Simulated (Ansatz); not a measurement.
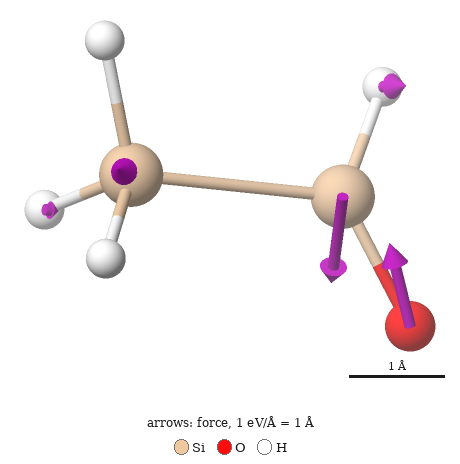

Starting geometry of Si2H4O with the computed forces as purple arrows. The picture is a ball-and-stick view, seen at a tilt.

It is one of the separated products of a reaction.

Level of theory: RKS PBE0-D4/def2-TZVP in Ansatz 0.2.0. Settings: force threshold 0.005 eV/Å; at most 200 steps.

What follows when this structure is relaxed?

Answer. It isn't relaxed: the largest force vector, on a Si atom, is 1.28 eV/Å. The final displacements have little in common with the starting forces (cosine between the two patterns 0.25). The atom that moves furthest after the best rigid fit is the O atom (0.48 Å). By element the largest moves are O 0.48 Å, H 0.35 Å, Si 0.15 Å. Near-neighbour distances that change, for instance: O–Si 1.539 → 1.521 Å, H–Si 1.501 → 1.496 Å, H–Si 1.486 → 1.481 Å. Among the angles between lasting bonds that change: H–Si–Si 111.1° → 114.4°, Si–Si–H 110.4° → 108.2°. Groups turn about Si–Si by about 30°. After 18 geometry steps the energy has fallen by 0.110 eV. Largest force component: 0.98 eV/Å at the start, 0.0021 eV/Å at the end. The forces were under the threshold at step 10, but the run went on from there.
